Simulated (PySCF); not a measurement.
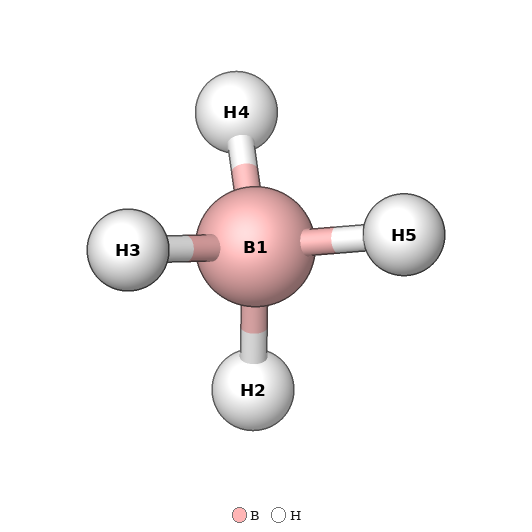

The species has charge −1 and is a spin singlet. Computed geometry: GFN2-xTB optimisation. No frequency run is at hand to confirm it as a minimum. Electric field gradients from the ground-state density, PBE0/pcSseg-1 (PySCF 2.14.0), non-relativistic apart from any core potentials.

Give the largest field-gradient component, the quadrupole coupling constant and the asymmetry for 2H at H2 (Q = 2.86 mb).

| atom | V_zz (a.u.) | e²qQ/h (MHz) | η |
| --- | --- | --- | --- |
| H2 | 0.210 | 0.141 | 0.00 |

The geometry is semi-empirical. Around B such bond lengths and angles can be off by a tenth of an ångström or more and by several degrees, and values that hang on the shape move with them.
